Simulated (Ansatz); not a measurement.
One crystal and one scan (energy against volume) at two levels, PBE (plane waves to 420 eV, PAW, scalar-relativistic; Ansatz, an electronic-structure program) and r2SCAN (plane waves to 500 eV, PAW, scalar-relativistic; Ansatz), each from its own relaxed cell and on its own mesh. The cell shown is that of PBE.

Li$_{2}$O (anti-fluorite)

```yaml
crystal:
  lattice:
    - [0.00000, 2.31307, 2.31307]
    - [2.31307, 0.00000, 2.31307]
    - [2.31307, 2.31307, 0.00000]
  atoms:
    - { symbol: O, position: [0.00000, 0.00000, 0.00000] }
    - { symbol: Li, position: [0.25000, 0.25000, 0.25000] }
    - { symbol: Li, position: [0.75000, 0.75000, 0.75000] }
```

E(V) scan at fixed shape, V₀ the volume above. Symmetry pins the atoms to their sites.

The energy includes the smearing's −TS. Li2O was relaxed with its symmetry unable to fall. Percentages come from the unrounded values. Both scans cover V/V₀ from 0.840 to 1.160.

| quantity | PBE | r2SCAN | PBE − r2SCAN |
|---|---|---|---|
| Lattice constant a (Å) | 4.626 | 4.573 | +0.053 (+1.2 %) |
| Pressure at the smallest volume (GPa) | 19.4 | 21.4 | -2.0 (-9 %) |
| Energy cost of the largest compression (meV/atom) | 69.2 | 73.7 | -4.5 (-6.0 %) |
| Energy cost of the largest expansion (meV/atom) | 41.1 | 43.4 | -2.3 (-5.3 %) |
| Bulk modulus B₀ (third-order Birch-Murnaghan fit) (GPa) | 79.4 | 87.1 | -7.7 (-8.9 %) |
| Pressure derivative B₀′ (fit) | 3.9 | 3.9 | 0.0 |
| Pressure for 5 % compression (fit) (GPa) | 4.5 | 4.9 | -0.4 (-9 %) |

PBE gives the higher value for: lattice constant a. PBE gives the lower value for: pressure at the smallest volume; energy cost of the largest compression; energy cost of the largest expansion; bulk modulus B₀; pressure for 5 % compression. They agree on: pressure derivative B₀′ (within 1.5 %). For the lattice constant a the reference is 4.573 Å (measured at or taken to low temperature; as given in Alok Shukla, Michael Dolg, Peter Fulde et al., The Journal of Chemical Physics (1998), arXiv:cond-mat/9803380): r2SCAN lies nearer. For the bulk modulus B₀ the reference is 89 GPa (measured at or taken to low temperature; as given in Alok Shukla, Michael Dolg, Peter Fulde et al., The Journal of Chemical Physics (1998), arXiv:cond-mat/9803380): r2SCAN lies nearer. 

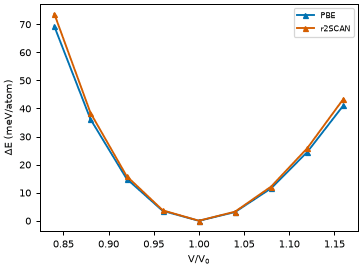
ΔE, each from the relaxed starting cell of its own level.

(A scan under strain: stresses follow from slopes of the energy per volume, elastic moduli from its curvatures.)
